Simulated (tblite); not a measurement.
# C2H6Br2O2Si2: the cost of one run

Computed with tblite 0.8.0 and PySCF 2.14.0, with density-fitted response routines of our own, on a single molecule in the gas phase. Atoms are numbered from 0 throughout.

**1. The molecule as given**

14 atoms, charge 0, multiplicity 1; geometry from: force field or distance geometry start.

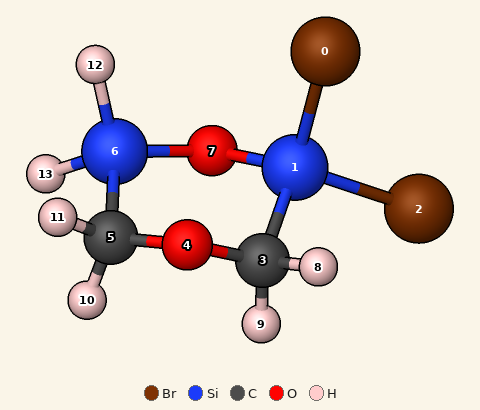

The starting geometry (bromine brown, silicon blue, carbon dark grey, oxygen red, hydrogen pink), atoms numbered.

**2. Geometry optimisation with GFN2-xTB**

Job settings and geometry (Å):

```
{"job": {"kind": "relax", "xc": "GFN2-xTB", "basis": "xTB"}, "charge": 0, "multiplicity": 1}
Br     1.677100     0.038700     2.576000
Si     1.577300    -0.097600     0.343300
Br     3.573000    -0.804500    -0.441700
C      0.326100    -1.400400    -0.088300
O     -0.957200    -1.113200     0.338700
C     -1.544000    -0.032400    -0.286700
Si    -0.569500     1.548700    -0.167000
O      1.114800     1.333500    -0.428900
H      0.649400    -2.321100     0.491800
H      0.384800    -1.690500    -1.150900
H     -1.819700    -0.202900    -1.349100
H     -2.517400     0.148500     0.239100
H     -0.860700     2.173300     1.155400
H     -1.034800     2.419400    -1.253900
```

Command:

```bash
$ OMP_NUM_THREADS=1 python probes_run.py task.json out
```

This one command runs all jobs of the session in turn.

**Question.** How long does this first job take on 1 thread of Arm Neoverse N1, shared host?

About 1.8 s.
